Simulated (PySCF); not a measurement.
# Te: excitation energies in ANO-RCC-VTZP

Each state of tellurium is computed at each level; their differences give the excitation energy. How far do the methods differ?

The numbers are computed with PySCF 2.14.0 (unrestricted determinants in a Gaussian basis, no spin-orbit coupling in the energies), except any that are marked as measured or tabulated.

## (1) The system

| Item | Value |
| --- | --- |
| Element | tellurium (Z = 52) |
| Basis | ANO-RCC-VTZP (7s6p4d2f1g, 68 functions) |
| Hamiltonian | scalar relativity by spin-free X2C-1e |
| State 1 | Te: [Kr] 4d10 5s1 5p5, high-spin 3P determinant (an excited configuration) |
| State 2 | Te: [Kr] 4d10 5s1 5p5, 5s spin antiparallel (an excited configuration) |
| Needed too, but not shown | Te [Kr] 4d10 5s2 5p4 (3P) |
| Methods | CCSD(T) |
| Core shells frozen in the correlated runs | valence and next inner shell: [Ar] 3d10 (for Te) |

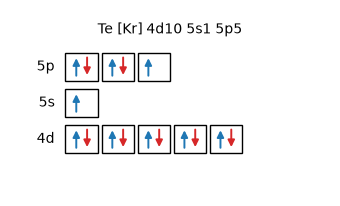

Outer shells as boxes.

The runs were made by one driver on top of PySCF. The scripts below sum up each run's settings (the driver also hands on starting orbitals that pick excited configurations, and frozen orbitals as a list rather than a count), and the logs come from the driver's own runs. The driver starts from symmetry-adapted Hartree-Fock orbitals, holds the occupation by maximum overlap and uses a logarithmic radial grid for functionals, so a plain start would take other cycles.

The integrals over 68 functions and the set-up took 6 s of CPU time.

## (2) Te [Kr] 4d10 5s1 5p5: CCSD(T) (valence and next inner shell)

Level: CCSD(T) (valence and next inner shell).

File input.py:

```python
from pyscf import gto, scf, dft, mp, cc
import basis_set_exchange as bse
mol = gto.M(atom="Te 0 0 0", charge=0, spin=2, symmetry="D2h",
            basis=gto.basis.parse(bse.get_basis("ANO-RCC-VTZP", elements=["Te"], fmt="nwchem")),
            nucmod="G")
mf = scf.UHF(mol).sfx2c1e()
mf.irrep_nelec = {'Ag': (9, 8), 'B1g': (2, 2), 'B2g': (2, 2), 'B3g': (2, 2), 'B1u': (4, 4), 'B2u': (4, 4), 'B3u': (4, 3)}
mf.kernel()
mycc = cc.CCSD(mf, frozen=14).run()
mycc.ccsd_t()
```

Standard output:

```text
CC2 = 0
CCSD nocc = (np.int64(13), np.int64(11)), nmo = (54, 54)
frozen orbitals [[0, 1, 2, 3, 4, 5, 6, 7, 8, 9, 10, 11, 12, 13], [0, 1, 2, 3, 4, 5, 6, 7, 8, 9, 10, 11, 12, 13]]
max_cycle = 100
direct = 0
conv_tol = 1e-08
conv_tol_normt = 1e-06
diis_space = 8
diis_start_cycle = 0
Init t2, MP2 energy = -0.718217536851468
Init E_corr(UCCSD) = -0.718217536851952
cycle = 1  E_corr(UCCSD) = -0.665961123526362  dE = 0.0522564133  norm(t1,t2) = 0.111971
cycle = 2  E_corr(UCCSD) = -0.688095747225673  dE = -0.0221346237  norm(t1,t2) = 0.05584
cycle = 3  E_corr(UCCSD) = -0.688468997667082  dE = -0.000373250441  norm(t1,t2) = 0.0303063
cycle = 4  E_corr(UCCSD) = -0.692975058022156  dE = -0.00450606036  norm(t1,t2) = 0.0111661
cycle = 5  E_corr(UCCSD) = -0.692887045593003  dE = 8.80124292e-05  norm(t1,t2) = 0.0023087
cycle = 6  E_corr(UCCSD) = -0.692952884988738  dE = -6.58393957e-05  norm(t1,t2) = 0.00103672
cycle = 7  E_corr(UCCSD) = -0.692981358309219  dE = -2.84733205e-05  norm(t1,t2) = 0.000428255
cycle = 8  E_corr(UCCSD) = -0.692946975808109  dE = 3.43825011e-05  norm(t1,t2) = 0.00015378
cycle = 9  E_corr(UCCSD) = -0.692956738426172  dE = -9.76261806e-06  norm(t1,t2) = 6.46056e-05
cycle = 10  E_corr(UCCSD) = -0.692957085807499  dE = -3.47381327e-07  norm(t1,t2) = 1.83596e-05
cycle = 11  E_corr(UCCSD) = -0.692957303317108  dE = -2.1750961e-07  norm(t1,t2) = 5.08494e-06
cycle = 12  E_corr(UCCSD) = -0.692957347473143  dE = -4.41560348e-08  norm(t1,t2) = 1.28339e-06
cycle = 13  E_corr(UCCSD) = -0.692957353654215  dE = -6.18107121e-09  norm(t1,t2) = 3.80352e-07
UCCSD converged
E(UCCSD) = -6790.9602633153  E_corr = -0.6929573536542145
UCCSD(T) correction = -0.0270692173964395
```

CPU time 35 s on a shared host, the integrals not counted.

CCSD correlation -0.69296 hartree, triples -0.02707; total -6790.987333. T1 = 0.016, largest double amplitude 0.153.

A double-excitation amplitude exceeds 0.15, a sign of near-degeneracy.

## (3) Te [Kr] 4d10 5s1 5p5, s spin flipped: CCSD(T) (valence and next inner shell)

Level: CCSD(T) (valence and next inner shell).

File input.py:

```python
from pyscf import gto, scf, dft, mp, cc
import basis_set_exchange as bse
mol = gto.M(atom="Te 0 0 0", charge=0, spin=0, symmetry="D2h",
            basis=gto.basis.parse(bse.get_basis("ANO-RCC-VTZP", elements=["Te"], fmt="nwchem")),
            nucmod="G")
mf = scf.UHF(mol).sfx2c1e()
mf.irrep_nelec = {'Ag': (8, 9), 'B1g': (2, 2), 'B2g': (2, 2), 'B3g': (2, 2), 'B1u': (4, 4), 'B2u': (4, 4), 'B3u': (4, 3)}
mf.kernel()
mycc = cc.CCSD(mf, frozen=14).run()
mycc.ccsd_t()
```

Standard output:

```text
CC2 = 0
CCSD nocc = (np.int64(12), np.int64(12)), nmo = (54, 54)
frozen orbitals [[0, 1, 2, 3, 4, 5, 6, 7, 8, 9, 10, 11, 12, 13], [0, 1, 2, 3, 4, 5, 6, 7, 8, 9, 10, 11, 12, 13]]
max_cycle = 100
direct = 0
conv_tol = 1e-08
conv_tol_normt = 1e-06
diis_space = 8
diis_start_cycle = 0
Init t2, MP2 energy = -0.758150523667381
Init E_corr(UCCSD) = -0.758150523668962
cycle = 1  E_corr(UCCSD) = -0.701868417321702  dE = 0.0562821063  norm(t1,t2) = 0.142226
cycle = 2  E_corr(UCCSD) = -0.731984464959307  dE = -0.0301160476  norm(t1,t2) = 0.0907318
cycle = 3  E_corr(UCCSD) = -0.736054699400141  dE = -0.00407023444  norm(t1,t2) = 0.0574853
cycle = 4  E_corr(UCCSD) = -0.74647858926987  dE = -0.0104238899  norm(t1,t2) = 0.0295639
cycle = 5  E_corr(UCCSD) = -0.745602723113823  dE = 0.000875866156  norm(t1,t2) = 0.0155362
cycle = 6  E_corr(UCCSD) = -0.747992582808311  dE = -0.00238985969  norm(t1,t2) = 0.00756646
cycle = 7  E_corr(UCCSD) = -0.747699965644222  dE = 0.000292617164  norm(t1,t2) = 0.00269133
cycle = 8  E_corr(UCCSD) = -0.747482598670173  dE = 0.000217366974  norm(t1,t2) = 0.000627778
cycle = 9  E_corr(UCCSD) = -0.74755053654127  dE = -6.79378711e-05  norm(t1,t2) = 0.000252522
cycle = 10  E_corr(UCCSD) = -0.747545917048093  dE = 4.61949318e-06  norm(t1,t2) = 3.58273e-05
cycle = 11  E_corr(UCCSD) = -0.747548805830658  dE = -2.88878256e-06  norm(t1,t2) = 1.30416e-05
cycle = 12  E_corr(UCCSD) = -0.74754843036698  dE = 3.75463678e-07  norm(t1,t2) = 3.75573e-06
cycle = 13  E_corr(UCCSD) = -0.747548555341076  dE = -1.24974096e-07  norm(t1,t2) = 2.4821e-06
cycle = 14  E_corr(UCCSD) = -0.74754865465732  dE = -9.93162438e-08  norm(t1,t2) = 4.0072e-06
cycle = 15  E_corr(UCCSD) = -0.747548553728369  dE = 1.0092895e-07  norm(t1,t2) = 1.54028e-06
cycle = 16  E_corr(UCCSD) = -0.747548552123639  dE = 1.60473057e-09  norm(t1,t2) = 1.34272e-06
cycle = 17  E_corr(UCCSD) = -0.747548552168259  dE = -4.46205295e-11  norm(t1,t2) = 8.43201e-07
UCCSD converged
E(UCCSD) = -6790.93076304848  E_corr = -0.7475485521682592
UCCSD(T) correction = -0.0471384297721115
```

CPU time 37 s on a shared host, the integrals not counted.

CCSD correlation -0.74755 hartree, triples -0.04714; total -6790.977901. T1 = 0.019, largest double amplitude 0.393.

With the s spin flipped the determinant is a mixture of two multiplicities, not a spectroscopic state. A double-excitation amplitude exceeds 0.15, a sign of near-degeneracy.

## (4) The energy differences

Excitation energy: Te [Kr] 4d10 5s2 5p4 (3P) → Te [Kr] 4d10 5s1 5p5 (3P).

| method | value (eV) | less CCSD(T) (valence and next inner shell) (eV) |
| --- | --- | --- |
| UHF | 9.984 | +1.310 |
| MP2 (valence and next inner shell) | 9.308 | +0.634 |
| SCS-MP2 (valence and next inner shell) | 9.190 | +0.515 |
| CCSD (valence and next inner shell) | 9.019 | +0.345 |
| CCSD(T) (valence and next inner shell) | 8.674 | +0.000 |

A first-order spin-orbit estimate (lowest level to lowest level, LS coupling) adds -0.026 eV. The coupled-cluster amplitudes are large for Te, so a single reference is strained.

Excitation energy: Te [Kr] 4d10 5s2 5p4 (3P) → Te [Kr] 4d10 5s1 5p5, s spin flipped.

| method | value (eV) |
| --- | --- |
| UHF | 12.272 |
| MP2 (valence and next inner shell) | 10.510 |
| SCS-MP2 (valence and next inner shell) | 10.348 |

The upper determinant mixes two multiplicities, so it lies between the two terms. The coupled-cluster amplitudes are large for Te, so a single reference is strained.

The differences also use runs on Te [Kr] 4d10 5s2 5p4 (3P), which are not shown here. The runs at UHF, MP2 (valence and next inner shell) are not shown; their differences are listed all the same.

## (5) Results

| quantity | value |
| --- | --- |
| excitation energy, Te → [Kr] 4d10 5s1 5p5 | UHF 9.984, CCSD(T) (valence and next inner shell) 8.674 eV |
| excitation energy, Te → [Kr] 4d10 5s1 5p5, s spin flipped | UHF 12.272, MP2 (valence and next inner shell) 10.510 eV |

Each level's miss (mean over 1 difference):

| method | mean absolute miss against CCSD(T) (valence and next inner shell) (eV) |
| --- | --- |
| UHF | 1.310 |
| MP2 (valence and next inner shell) | 0.634 |
| SCS-MP2 (valence and next inner shell) | 0.515 |
| CCSD (valence and next inner shell) | 0.345 |
| CCSD(T) (valence and next inner shell) | 0.000 |

In words: The coupled-cluster values of one difference were set aside by the checks on these runs and are not quoted; the lower level shown rests on the same reference and is no safer. For the first difference the methods span 1.310 eV, from CCSD(T) (valence and next inner shell) (8.674) to UHF (9.984). No reference value is at hand in this session. The basis is finite, and no extrapolation was made.
